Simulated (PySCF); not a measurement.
# C₂H₆OSSi: electronic excitations at several levels of theory

How much do the electronic excitations of C₂H₆OSSi (`O=S1C[SiH2]C1`) depend on the level of theory, and what does each level cost?

Computed with PySCF 2.14.0, with density-fitted response routines of our own, on a single molecule in the gas phase. Atoms count from 0, in the outputs and in this text.

## 1. Starting geometry

11 atoms, charge 0, multiplicity 1; geometry from: GFN2-xTB. The atoms were then displaced at random by about 0.01 Å, so the start is not that level's minimum.

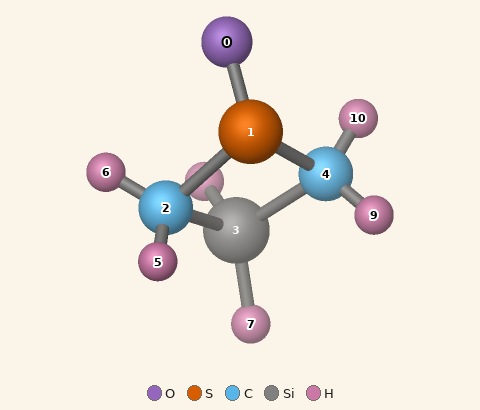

As it starts; oxygen purple, sulfur orange, carbon blue, silicon grey, hydrogen pink, atoms numbered.

## 2. Optimising the geometry at PBE0-D3(BJ)/def2-SVP

Job settings and geometry (Å):

```
{"job": {"xc": "PBE0", "basis": "def2-SVP", "d3": "d3bj", "grid": 1, "shake": 0.01, "kind": "geom"}, "charge": 0, "multiplicity": 1}
O      0.240940    -1.855450     1.517380
S      0.297670    -1.527800     0.084710
C     -1.205480    -0.467390    -0.319910
Si    -0.196760     1.168050    -0.086830
C      1.306420     0.039460    -0.066280
H     -1.510530    -0.693140    -1.324490
H     -1.980640    -0.697230     0.378200
H     -0.281780     2.067200    -1.242720
H     -0.494540     1.825780     1.213260
H      1.883570    -0.003140    -0.964420
H      1.979250     0.117820     0.795430
```

Command:

```console
$ OMP_NUM_THREADS=1 python probes_run.py task.json out
```

This one command runs all jobs of the session in turn.

The program printed:

```text
step   0  E = -841.89904592  max force = 0.029609
step   1  E = -841.90294347  max force = 0.007439
step   2  E = -841.90344238  max force = 0.002130
step   3  E = -841.90361039  max force = 0.000796
step   4  E = -841.90366291  max force = 0.000912
step   5  E = -841.90375605  max force = 0.001222
step   6  E = -841.90383927  max force = 0.001486
step   7  E = -841.90397615  max force = 0.001258
step   8  E = -841.90404959  max force = 0.001014
step   9  E = -841.90408319  max force = 0.000551
step  10  E = -841.90410252  max force = 0.000431
step  11  E = -841.90410894  max force = 0.000321
optimisation converged
```

It took 51 s on 1 thread of Arm Neoverse V1, shared host; peak memory 0.46 GiB.

Step by step:

```csv
step,energy from step 0 (eV),largest force component (eV/Å)
0,0.0000,1.5226
1,-0.1061,0.3825
2,-0.1196,0.1095
3,-0.1242,0.0409
4,-0.1256,0.0469
5,-0.1282,0.0628
6,-0.1304,0.0764
7,-0.1342,0.0647
8,-0.1362,0.0521
9,-0.1371,0.0283
10,-0.1376,0.0222
11,-0.1378,0.0165
```

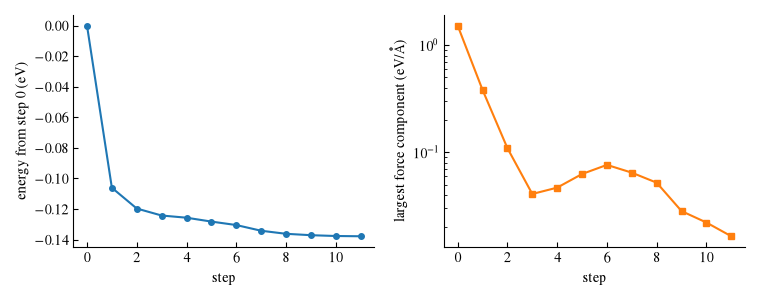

Energy and force, step by step.

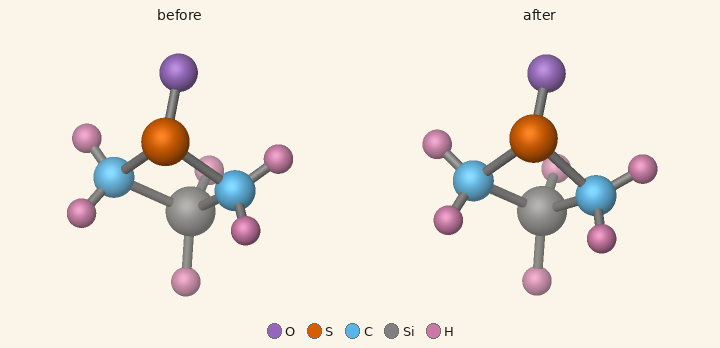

The geometry before (left) and after (right).

Distances of close pairs at the start and the end, largest changes first:

```csv
bond,before (Å),after (Å),change (Å)
C2–Si3,1.936,1.896,-0.039
C4–H9,1.068,1.103,+0.034
C2–H6,1.068,1.098,+0.030
O0–S1,1.471,1.500,+0.029
C2–H5,1.074,1.103,+0.029
Si3–H7,1.467,1.494,+0.028
S1–C2,1.884,1.865,-0.019
Si3–C4,1.880,1.896,+0.016
```

The final coordinates are the input of the step that follows.

```csv
at the end point,value
point group (found at 0.08 Å tolerance),Cs
"rotational constants (GHz, main isotopes)","5.759, 2.647, 2.411"
dipole moment (D),3.64
```

## 3. Ultraviolet spectrum: PBE0/def2-TZVP

Job settings and geometry (Å):

```
{"job": {"kind": "uv", "xc": "PBE0", "basis": "def2-TZVP"}, "charge": 0, "multiplicity": 1}
O      0.331316    -1.357894     1.694351
S      0.537031    -1.327160     0.208841
C     -0.977338    -0.484747    -0.479969
Si    -0.217090     1.219752    -0.144372
C      1.427708     0.276396    -0.128432
H     -1.080720    -0.725176    -1.551081
H     -1.853049    -0.852480     0.071905
H     -0.378295     2.226980    -1.236556
H     -0.603762     1.832790     1.154187
H      1.924147     0.227616    -1.111649
H      2.176272     0.423148     0.662185
```

Method: TDDFT PBE0/def2-TZVP, vertical, gas phase, core orbitals frozen in the response.

The program printed:

```text
coarse grid: 10232 points
cycle   1  E = -842.1879390657  dE =  6.793e-01  |g| = 8.814e-01  |ddm| = 2.646e+00
cycle   2  E = -841.2692366518  dE =  9.187e-01  |g| = 2.238e+00  |ddm| = 3.591e+00
cycle   3  E = -842.3243097426  dE = -1.055e+00  |g| = 2.622e-01  |ddm| = 3.175e+00
cycle   4  E = -842.3368954555  dE = -1.259e-02  |g| = 1.404e-01  |ddm| = 2.839e-01
cycle   5  E = -842.3417256896  dE = -4.830e-03  |g| = 1.766e-02  |ddm| = 1.038e-01
cycle   6  E = -842.3417954242  dE = -6.973e-05  |g| = 5.222e-03  |ddm| = 1.856e-02
cycle   7  E = -842.3418027704  dE = -7.346e-06  |g| = 1.071e-03  |ddm| = 6.026e-03
final grid: 89528 points
cycle   8  E = -842.3384279004  dE = -1.755e-05  |g| = 1.070e-02  |ddm| = 2.870e-02
cycle   9  E = -842.3383688906  dE =  5.901e-05  |g| = 1.948e-02  |ddm| = 2.011e-02
cycle  10  E = -842.3384502197  dE = -8.133e-05  |g| = 3.008e-03  |ddm| = 1.461e-02
cycle  11  E = -842.3384518433  dE = -1.624e-06  |g| = 4.225e-04  |ddm| = 2.168e-03
cycle  12  E = -842.3384518893  dE = -4.604e-08  |g| = 9.564e-05  |ddm| = 3.883e-04
cycle  13  E = -842.3384518915  dE = -2.210e-09  |g| = 2.154e-05  |ddm| = 9.551e-05
cycle  14  E = -842.3384518916  dE = -1.112e-10  |g| = 2.985e-06  |ddm| = 1.985e-05
converged SCF energy = -842.3384518916

Static polarisability (au): isotropic 69.909, principal 62.855 66.514 80.357

Singlet excitations
state   eV       nm        f      main configurations
  1   4.6248    268.1   0.00855   H->L 0.98
  2   5.3609    231.3   0.00577   H->L+1 0.87, H->L+2 0.09
  3   6.0347    205.5   0.02091   H-1->L 0.64, H->L+2 0.22, H->L+3 0.10
  4   6.1491    201.6   0.01876   H->L+2 0.64, H-1->L 0.23, H->L+1 0.10
  5   6.4344    192.7   0.00011   H-1->L+1 0.86, H-1->L+2 0.10
  6   6.8186    181.8   0.02204   H->L+3 0.86, H-1->L 0.09
  7   6.8846    180.1   0.01136   H->L+4 0.87
  8   7.0506    175.8   0.00018   H->L+5 0.85, H->L+6 0.11
  9   7.2879    170.1   0.00576   H-1->L+2 0.80, H-1->L+1 0.10
 10   7.4726    165.9   0.00099   H-3->L 0.90

Triplet excitations (Tamm-Dancoff, eV): 4.0957 4.7304 5.2990 5.8039
```

Run time: 26 s. Hardware: 1 thread of Arm Neoverse V1, shared host; peak memory 0.83 GiB.

The orbitals next to the gap, with their largest atomic shares:

```csv
orbital,eV,atoms
HOMO−3,-9.55,"O0 34 %, S1 16 %, Si3 15 %"
HOMO−2,-9.37,"C2 30 %, C4 30 %, Si3 28 %"
HOMO−1,-7.80,"O0 61 %, S1 15 %, C4 10 %"
HOMO,-6.64,"O0 40 %, S1 33 %, C2 8 %"
LUMO,-0.63,"Si3 50 %, S1 25 %, C4 8 %"
LUMO+1,0.31,"S1 36 %, Si3 26 %, C2 12 %"
LUMO+2,0.80,"Si3 34 %, S1 13 %, C2 11 %"
```

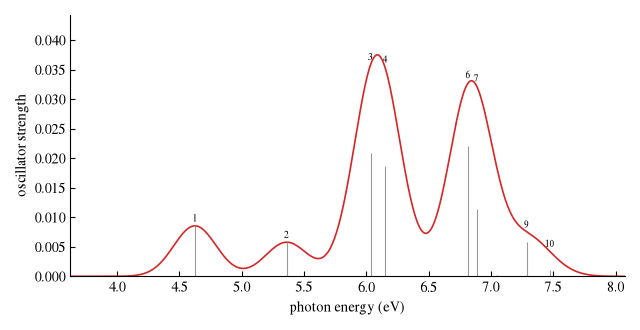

Absorption spectrum from the 10 singlet states computed; above the last one it falls off for lack of states. Lines are broadened to a width of 0.40 eV (Gaussian).

Ground-state properties from the same run:

```csv
property,computed
dipole moment (D),3.65
polarisability (Å³),10.36
HOMO–LUMO gap (eV),6.01
−ε(HOMO) (eV),6.64
```

## 4. TDDFT and polarisability: PBE0/aug-cc-pVDZ

Same as in step 3 but for these lines:

```diff
@@ -1,2 +1,2 @@
-{"job": {"kind": "uv", "xc": "PBE0", "basis": "def2-TZVP"}, "charge": 0, "multiplicity": 1}
+{"job": {"kind": "uv", "xc": "PBE0", "basis": "aug-cc-pVDZ"}, "charge": 0, "multiplicity": 1}
 O      0.331316    -1.357894     1.694351
```

With the program's defaults for keys left out, this is: TDDFT PBE0/aug-cc-pVDZ, vertical, gas phase, core orbitals frozen in the response.

The program printed:

```text
coarse grid: 10232 points
cycle   1  E = -842.0937311599  dE =  7.425e-01  |g| = 8.343e-01  |ddm| = 6.844e+00
cycle   2  E = -841.1629624529  dE =  9.308e-01  |g| = 2.196e+00  |ddm| = 3.782e+00
cycle   3  E = -842.2264873750  dE = -1.064e+00  |g| = 2.477e-01  |ddm| = 2.898e+00
cycle   4  E = -842.2384041360  dE = -1.192e-02  |g| = 1.343e-01  |ddm| = 6.466e-01
cycle   5  E = -842.2431645688  dE = -4.760e-03  |g| = 1.396e-02  |ddm| = 2.464e-01
cycle   6  E = -842.2432167083  dE = -5.214e-05  |g| = 3.696e-03  |ddm| = 3.583e-02
cycle   7  E = -842.2432208882  dE = -4.180e-06  |g| = 5.402e-04  |ddm| = 1.092e-02
final grid: 89528 points
cycle   8  E = -842.2554419010  dE = -2.075e-06  |g| = 9.746e-03  |ddm| = 9.127e-02
cycle   9  E = -842.2553850380  dE =  5.686e-05  |g| = 1.834e-02  |ddm| = 4.303e-02
cycle  10  E = -842.2554641396  dE = -7.910e-05  |g| = 2.663e-03  |ddm| = 2.727e-02
cycle  11  E = -842.2554656142  dE = -1.475e-06  |g| = 1.926e-04  |ddm| = 3.793e-03
cycle  12  E = -842.2554656251  dE = -1.094e-08  |g| = 5.815e-05  |ddm| = 5.716e-04
cycle  13  E = -842.2554656261  dE = -9.506e-10  |g| = 1.321e-05  |ddm| = 1.586e-04
converged SCF energy = -842.2554656261

Static polarisability (au): isotropic 74.584, principal 67.037 70.902 85.813

Singlet excitations
state   eV       nm        f      main configurations
  1   4.5432    272.9   0.00934   H->L 0.97
  2   5.2801    234.8   0.00490   H->L+1 0.41, H->L+2 0.39, H->L+3 0.17
  3   5.5690    222.6   0.00734   H->L+1 0.54, H->L+3 0.18, H->L+2 0.16
  4   5.8464    212.1   0.00642   H->L+3 0.30, H->L+2 0.22, H->L+4 0.15
  5   5.9804    207.3   0.02188   H-1->L 0.58, H->L+2 0.20, H->L+3 0.10
  6   6.2113    199.6   0.02132   H->L+4 0.67, H-1->L 0.17, H->L+3 0.08
  7   6.3689    194.7   0.00033   H-1->L+2 0.47, H-1->L+3 0.28, H-1->L+1 0.21
  8   6.4220    193.1   0.00003   H->L+5 0.80, H->L+8 0.10
  9   6.5416    189.5   0.00338   H->L+6 0.90
 10   6.6535    186.3   0.00423   H->L+8 0.68, H->L+5 0.14

Triplet excitations (Tamm-Dancoff, eV): 4.0770 4.7766 5.2184 5.3808
```

Run time: 20 s. Hardware: 1 thread of Arm Neoverse V1, shared host; peak memory 0.8 GiB.

Key values: HOMO -6.61 eV, LUMO -0.77 eV; lowest singlet 4.54 eV.

## 5. Excited states and response: PBE0/def2-TZVPD

Same as in step 4 but for these lines:

```diff
@@ -1,2 +1,2 @@
-{"job": {"kind": "uv", "xc": "PBE0", "basis": "aug-cc-pVDZ"}, "charge": 0, "multiplicity": 1}
+{"job": {"kind": "uv", "xc": "PBE0", "basis": "def2-TZVPD"}, "charge": 0, "multiplicity": 1}
 O      0.331316    -1.357894     1.694351
```

Level: TDDFT PBE0/def2-TZVPD, vertical, gas phase, core orbitals frozen in the response.

The program printed:

```text
coarse grid: 10232 points
cycle   1  E = -842.1898354345  dE =  6.796e-01  |g| = 8.818e-01  |ddm| = 2.805e+00
cycle   2  E = -841.2422239373  dE =  9.476e-01  |g| = 2.261e+00  |ddm| = 1.983e+00
cycle   3  E = -842.3265327581  dE = -1.084e+00  |g| = 2.622e-01  |ddm| = 1.600e+00
cycle   4  E = -842.3388866811  dE = -1.235e-02  |g| = 1.429e-01  |ddm| = 2.863e-01
cycle   5  E = -842.3438761069  dE = -4.989e-03  |g| = 1.796e-02  |ddm| = 1.168e-01
cycle   6  E = -842.3439480522  dE = -7.195e-05  |g| = 5.072e-03  |ddm| = 2.198e-02
cycle   7  E = -842.3439549963  dE = -6.944e-06  |g| = 1.005e-03  |ddm| = 6.335e-03
final grid: 89528 points
cycle   8  E = -842.3405902186  dE = -1.924e-05  |g| = 1.076e-02  |ddm| = 1.195e-01
cycle   9  E = -842.3405301047  dE =  6.011e-05  |g| = 1.965e-02  |ddm| = 1.944e-02
cycle  10  E = -842.3406127264  dE = -8.262e-05  |g| = 3.093e-03  |ddm| = 1.321e-02
cycle  11  E = -842.3406144412  dE = -1.715e-06  |g| = 4.302e-04  |ddm| = 2.002e-03
cycle  12  E = -842.3406144888  dE = -4.764e-08  |g| = 1.012e-04  |ddm| = 4.190e-04
cycle  13  E = -842.3406144913  dE = -2.496e-09  |g| = 2.228e-05  |ddm| = 1.316e-04
cycle  14  E = -842.3406144914  dE = -1.128e-10  |g| = 3.121e-06  |ddm| = 4.139e-05
converged SCF energy = -842.3406144914

Static polarisability (au): isotropic 74.434, principal 66.855 70.982 85.465

Singlet excitations
state   eV       nm        f      main configurations
  1   4.5745    271.0   0.00935   H->L 0.98
  2   5.2299    237.1   0.00573   H->L+1 0.67, H->L+2 0.17, H->L+3 0.14
  3   5.7289    216.4   0.01380   H->L+2 0.41, H->L+1 0.32, H->L+3 0.20
  4   5.9435    208.6   0.01438   H-1->L 0.52, H->L+3 0.25, H->L+4 0.09
  5   6.1645    201.1   0.01905   H->L+2 0.33, H->L+3 0.33, H-1->L 0.30
  6   6.3278    195.9   0.00011   H-1->L+1 0.56, H-1->L+2 0.25, H-1->L+3 0.17
  7   6.3652    194.8   0.01398   H->L+4 0.86, H-1->L 0.09
  8   6.7076    184.8   0.00559   H->L+7 0.83
  9   6.7480    183.7   0.02896   H->L+5 0.96
 10   6.8000    182.3   0.00376   H->L+6 0.85

Triplet excitations (Tamm-Dancoff, eV): 4.0608 4.6493 5.2752 5.5200
```

Wall time 36 s (1 thread of Arm Neoverse V1, shared host); peak memory 0.89 GiB.

This run: HOMO -6.69 eV, LUMO -0.78 eV; lowest singlet 4.57 eV.

## 6. Excited states and response: PBE0/6-31+G*

Same as in step 5 but for these lines:

```diff
@@ -1,2 +1,2 @@
-{"job": {"kind": "uv", "xc": "PBE0", "basis": "def2-TZVPD"}, "charge": 0, "multiplicity": 1}
+{"job": {"kind": "uv", "xc": "PBE0", "basis": "6-31+G*"}, "charge": 0, "multiplicity": 1}
 O      0.331316    -1.357894     1.694351
```

Level: TDDFT PBE0/6-31+G*, vertical, gas phase, core orbitals frozen in the response.

The program printed:

```text
coarse grid: 10232 points
cycle   1  E = -842.1152351070  dE =  7.189e-01  |g| = 8.239e-01  |ddm| = 3.563e+00
cycle   2  E = -841.1936955624  dE =  9.215e-01  |g| = 2.180e+00  |ddm| = 1.725e+01
cycle   3  E = -842.2463139146  dE = -1.053e+00  |g| = 2.459e-01  |ddm| = 1.590e+01
cycle   4  E = -842.2583962552  dE = -1.208e-02  |g| = 1.308e-01  |ddm| = 5.847e-01
cycle   5  E = -842.2629277514  dE = -4.531e-03  |g| = 1.148e-02  |ddm| = 1.873e-01
cycle   6  E = -842.2629622220  dE = -3.447e-05  |g| = 2.960e-03  |ddm| = 4.261e-02
cycle   7  E = -842.2629648930  dE = -2.671e-06  |g| = 4.911e-04  |ddm| = 9.812e-03
final grid: 89528 points
cycle   8  E = -842.2015312125  dE = -6.226e-07  |g| = 9.693e-03  |ddm| = 4.826e-02
cycle   9  E = -842.2014776260  dE =  5.359e-05  |g| = 1.791e-02  |ddm| = 5.099e-02
cycle  10  E = -842.2015537274  dE = -7.610e-05  |g| = 2.723e-03  |ddm| = 4.303e-02
cycle  11  E = -842.2015552936  dE = -1.566e-06  |g| = 1.772e-04  |ddm| = 7.057e-03
cycle  12  E = -842.2015553028  dE = -9.231e-09  |g| = 5.491e-05  |ddm| = 4.470e-04
cycle  13  E = -842.2015553036  dE = -8.224e-10  |g| = 1.217e-05  |ddm| = 1.214e-04
converged SCF energy = -842.2015553036

Static polarisability (au): isotropic 68.497, principal 62.031 63.904 79.556

Singlet excitations
state   eV       nm        f      main configurations
  1   4.5507    272.5   0.01173   H->L 0.98
  2   5.3197    233.1   0.00528   H->L+1 0.63, H->L+2 0.20, H->L+3 0.14
  3   5.7212    216.7   0.01032   H->L+1 0.34, H->L+2 0.27, H->L+3 0.20
  4   5.9213    209.4   0.01215   H->L+3 0.42, H-1->L 0.24, H->L+2 0.12
  5   6.1178    202.7   0.03910   H-1->L 0.46, H->L+2 0.39
  6   6.3780    194.4   0.00004   H-1->L+1 0.43, H-1->L+2 0.30, H-1->L+3 0.24
  7   6.4497    192.2   0.02125   H->L+4 0.82
  8   6.6344    186.9   0.00236   H->L+5 0.87
  9   6.8305    181.5   0.01076   H-1->L+1 0.52, H-1->L+3 0.24, H-1->L+2 0.18
 10   6.8471    181.1   0.03763   H->L+7 0.56, H->L+6 0.40

Triplet excitations (Tamm-Dancoff, eV): 4.0744 4.7596 5.1986 5.5029
```

It took 10 s on 1 thread of Arm Neoverse V1, shared host; peak memory 0.59 GiB.

In short: HOMO -6.63 eV, LUMO -0.77 eV; lowest singlet 4.55 eV.

## 7. Side by side: electronic excitations

Excitations and ground-state properties, with basis size and wall time:

```csv
run,lowest singlet (eV),brightest (eV),f,gap (eV),α (Å³),μ (D),functions,time
PBE0/def2-TZVP,4.62,6.82,0.022,6.01,10.36,3.65,203,26 s
PBE0/aug-cc-pVDZ,4.54,5.98,0.022,5.84,11.05,3.78,177,20 s
PBE0/def2-TZVPD,4.57,6.75,0.029,5.91,11.03,3.71,257,36 s
PBE0/6-31+G*,4.55,6.12,0.039,5.86,10.15,4.01,110,10 s
```

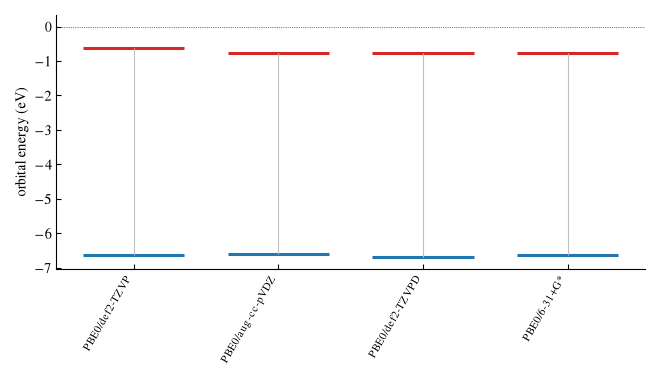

HOMO (blue) and LUMO (red) run by run.

## 8. What came out

| quantity | value |
| --- | --- |
| point group | Cs |
| rotational constants (main isotopes) | 5.76, 2.65, 2.41 GHz |
| lowest singlet (PBE0/def2-TZVP) | 4.62 eV (268 nm), f = 0.009 |
| brightest single state of those computed | state 6, 6.82 eV, f = 0.022 |
| lowest triplet | 4.10 eV |
| range of the lowest singlet | 4.54 to 4.62 eV |

Single values in the summary come from the first sound run of each kind (PBE0/def2-TZVP), which need not be the best level. The start of the PBE0/def2-SVP relaxation was shaken at random by about 0.01 Å, so part of the energy gained, and of the first lengths quoted, undoes that. Over 11 steps the energy fell by 0.138 eV; of the close pairs, C2–Si3 changed most, 1.936 to 1.896 Å. The first singlet state (HOMO→LUMO 0.98) lies at 4.62 eV and is weak; of the 10 states computed, the strongest absorption comes from state 6 at 6.82 eV. The lowest triplet lies 0.53 eV below the lowest singlet (triplets in Tamm-Dancoff, singlets in full TDDFT). At PBE0/def2-TZVP, states above −ε(HOMO) (6.64 eV) lie where TDDFT describes them poorly and they hang on the basis; the brightest is among them. The basis of PBE0/def2-TZVP has no diffuse functions, so Rydberg states are missing and the high states are unreliable. The lowest singlet runs from 4.54 eV (PBE0/aug-cc-pVDZ) to 4.62 eV (PBE0/def2-TZVP), while the orbital gap spans 5.84 to 6.01 eV. The lowest state need not be the same one in every run.
